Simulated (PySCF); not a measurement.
# C₄H₁₀OSi: what the fields show

The calculation's input:

```
{"job": {"xc": "B97-2", "basis": "pcSseg-1", "solvent": "acetone", "kind": "nmr", "pop": true}, "charge": 0, "multiplicity": 1}
Si     2.290081    -0.039953     0.358934
C      0.583736    -0.509068    -0.347263
C     -0.158588     0.574329    -1.126740
C     -1.615377     0.208251    -0.848466
C     -1.540229    -0.287479     0.597232
O     -0.226950    -0.777112     0.804441
H      2.756892    -1.124668     1.215516
H      3.216041     0.177252    -0.757799
H      2.124679     1.195809     1.123778
H      0.617393    -1.423922    -0.960336
H      0.093162     0.565203    -2.185093
H      0.062675     1.561985    -0.718102
H     -2.300168     1.046177    -0.960003
H     -1.932713    -0.599761    -1.509500
H     -2.254896    -1.090589     0.805510
H     -1.723336     0.532490     1.305025
```

Run with:

```sh
OMP_NUM_THREADS=1 python ens_run.py task.json out
```

Geometry: GFN2-xTB.

Theory: PySCF, B97-2/pcSseg-1, SCF density, in a acetone solvent model, non-relativistic.

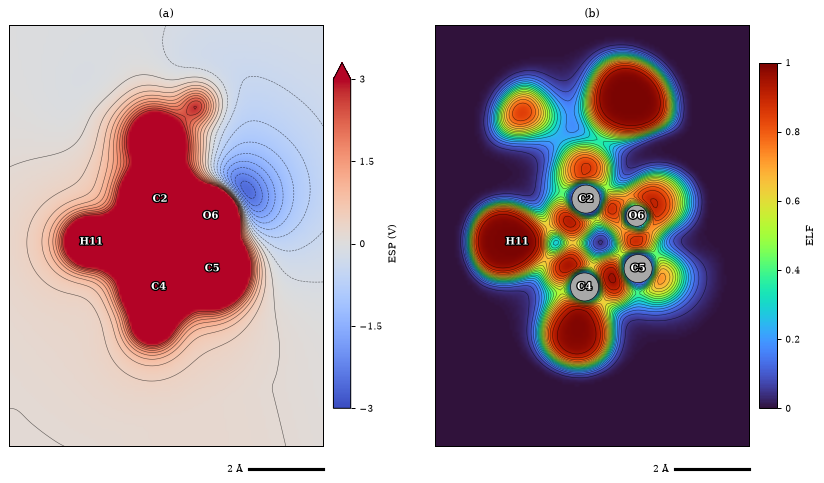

Figure 1. (a) molecular electrostatic potential; (b) electron localisation function on the plane of atoms C2, O6 and C5. Grey discs cover the atomic cores in the ELF map.

> Interpret the plot.

- The plane passes through C, O and H nuclei.
- C–O (1.42 Å): the ELF peaks at about 0.90 between the atoms: a polar covalent bond.
- C–C (1.53 Å): the ELF peaks at about 0.95 between the atoms, as expected for a shared electron pair.
- The ELF also peaks beside O6, away from the bonds: lone-pair regions.
- Outside the dense part of the molecule the potential is most negative (−2.6 V) near O6.

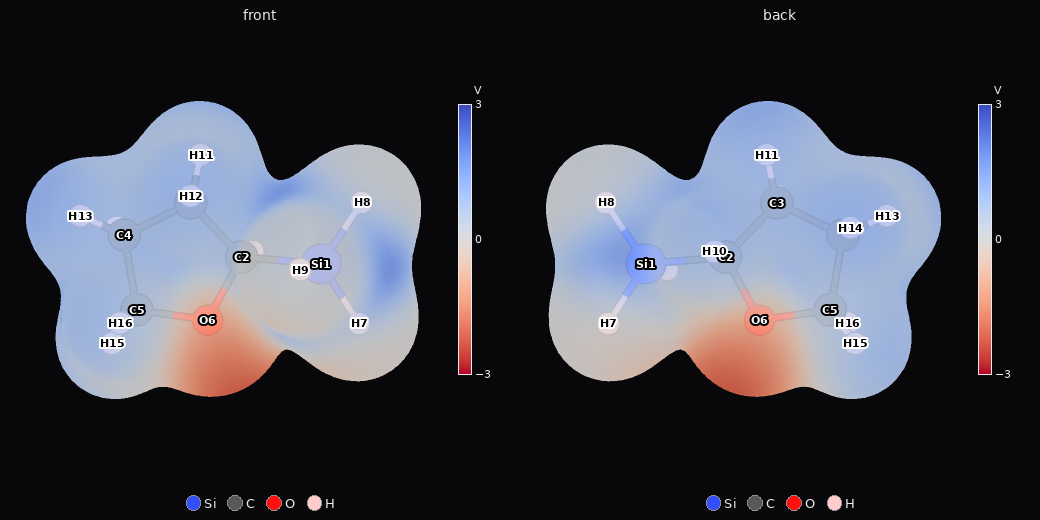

Figure 2. The electrostatic potential painted on the density surface at 0.004 e/bohr³, seen from the front and from behind; the colour scale runs from red (negative) to blue (positive).

> Describe the electrostatic potential map.

The most negative region (about −2.1 V, or −48 kcal/mol for a unit charge) lies over O6, the most positive (about +1.7 V, or +39 kcal/mol for a unit charge) over Si1. O6 is the likeliest acceptor of a hydrogen bond.

> How polar is the molecule by this calculation?

Its dipole moment is 2.51 D.
